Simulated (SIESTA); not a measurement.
# Convergence study of the k-point mesh for NbH2 (I4mm, 3 atoms in the cell)

```
CELL_PARAMETERS angstrom
      0.00000     2.29598     2.29598
      2.29598     0.00000     2.29598
      2.29598     2.29598     0.00000
ATOMIC_POSITIONS crystal
  Nb 0.01089 0.01089 0.98911
  H  0.25000 0.25000 0.25000
  H  0.75000 0.75000 0.75000
```

Method: GGA PBEsol, numerical atomic orbitals DZP, PseudoDojo PBEsol standard norm-conserving potentials (rewritten from UPF to PSML) (SIESTA 5.4.2).

Base settings: XC.functional = GGA; XC.authors = PBEsol; potentials = PseudoDojo PBEsol standard; PAO.BasisSize = DZP; PAO.EnergyShift = 0.01 Ry; MeshCutoff = 400 Ry; kgrid.MonkhorstPack = 6 6 6; OccupationFunction = MP; OccupationMPOrder = 0; ElectronicTemperature = 0.1 eV.

Only quantities that move along the ladder and can be compared are tabulated.

The starting cell comes from a database of computed structures (which also holds hypothetical and non-ambient phases and stackings), without a prior relaxation at this level. Its lattice was rescaled by up to half a per cent. One atom was moved a little off its site on purpose. Spin polarisation is off. Values carry the incompleteness of an atom-centred basis. In the base run, with a pressure of about -10 GPa the cell is away from its equilibrium volume at this level.

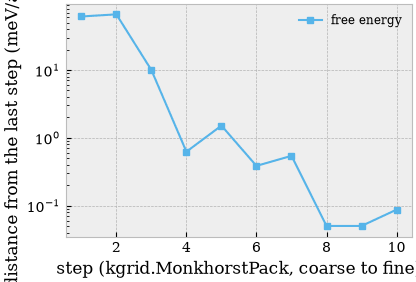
Distance from the last step along the ladder; very small values are drawn at a floor.

```tsv
kgrid.MonkhorstPack	free energy less the last step's (meV/atom)	pressure (GPa)	largest difference of a force vector from the last step's (eV/Å)
2 2 2	61.62	-2.37	1.165
4 4 4	66.23	-8.00	0.077
6 6 6	-9.98	-9.92	0.016
7 7 7	-0.62	-9.75	0.029
9 9 9	1.51	-9.65	0.013
11 11 11	-0.38	-9.70	0.009
13 13 13	0.54	-9.65	0.005
16 16 16	0.03	-9.68	0.003
18 18 18	0.00	-9.66	0.001
22 22 22	0.09	-9.66	0.000
27 27 27	0.00	-9.66	0.000
```

Coarsest kgrid.MonkhorstPack that holds the free energy within 2 meV/atom of the last step, with all finer ones: 7 7 7; the step before is off by 10.0 meV/atom.

Coarsest kgrid.MonkhorstPack that holds the forces within 0.02 eV/Å of the last step, with all finer ones: 9 9 9; the step before is off by 0.029 eV/Å.

Coarsest kgrid.MonkhorstPack that holds the pressure within 0.1 GPa of the last step, with all finer ones: 7 7 7; the step before is off by 0.25 GPa.
